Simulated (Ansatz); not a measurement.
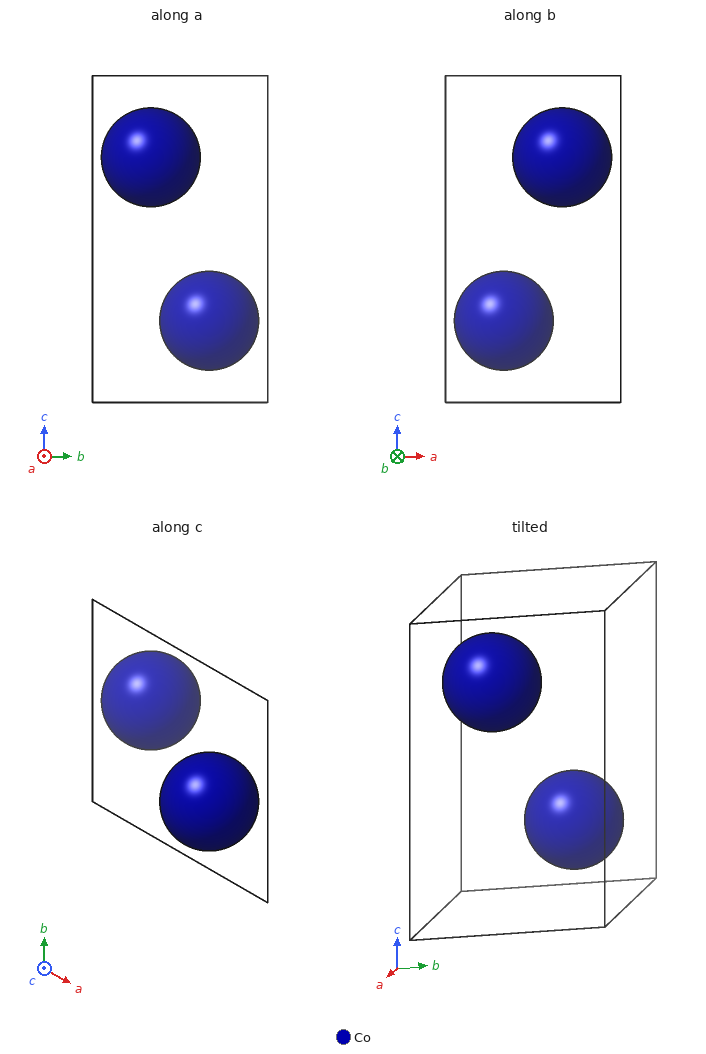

Crystal structure, spheres-only style, seen along the a axis, along the b axis, along the c axis and slightly off an axis. One conventional unit cell is framed, with atoms on its boundary repeated.

Lattice parameters: a = 2.4930 Å, b = 2.4930 Å, c = 4.0312 Å, α = 90.000°, β = 90.000°, γ = 120.000°.

Q: Give the structure in the form of a CIF with its space group and independent sites.

A:
```cif
data_structure
_symmetry_space_group_name_H-M 'P 63/m m c'
_symmetry_Int_Tables_number 194
_cell_length_a 2.4930
_cell_length_b 2.4930
_cell_length_c 4.0312
_cell_angle_alpha 90.000
_cell_angle_beta 90.000
_cell_angle_gamma 120.000
_cell_volume 21.70
loop_
_atom_site_label
_atom_site_type_symbol
_atom_site_symmetry_multiplicity
_atom_site_Wyckoff_symbol
_atom_site_fract_x
_atom_site_fract_y
_atom_site_fract_z
_atom_site_occupancy
Co1 Co 2 c 0.3333 0.6667 0.2500 1
```

Its origin is the standard structure of this element. Earlier steps of the study may have refined or changed the cell and positions. A calculation with Ansatz used it as input.
